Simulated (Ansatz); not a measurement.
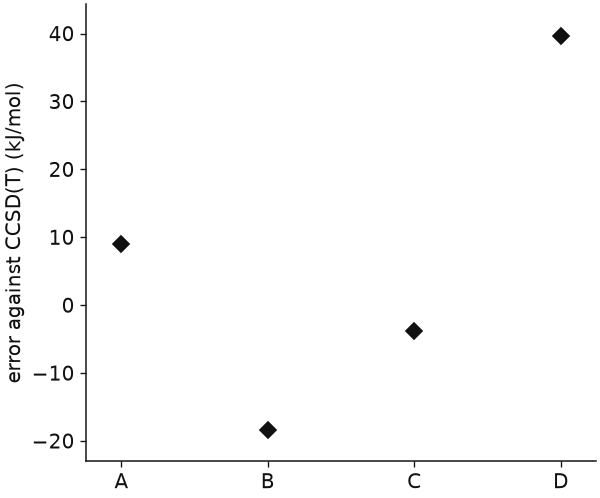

Error in the electronic atomisation energy (method less reference, so positive means overbinding) of NH₃S, SMILES NS: functionals in def2-TZVPP against frozen-core CCSD(T) at the limit (scheme: direct), which gives 1430.1 kJ/mol, at a PBE0-D4/def2-TZVP geometry (a minimum by its frequencies), no zero-point or spin-orbit term, the Ansatz code. The reference leaves out core correlation, a term that grows with the number of heavy atoms. B2PLYP holds a correlation term that converges slowly with the basis, so part of the distance to the limit is basis error. No dispersion term is added to B2PLYP.

Question: The letters stand for B2PLYP, CAM-B3LYP-D4, PBE-D4 and PBE0-D4. Which is which?

Answer: A: CAM-B3LYP-D4 (9.0 kJ/mol); B: B2PLYP (−18.4 kJ/mol); C: PBE0-D4 (−3.9 kJ/mol); D: PBE-D4 (39.7 kJ/mol).
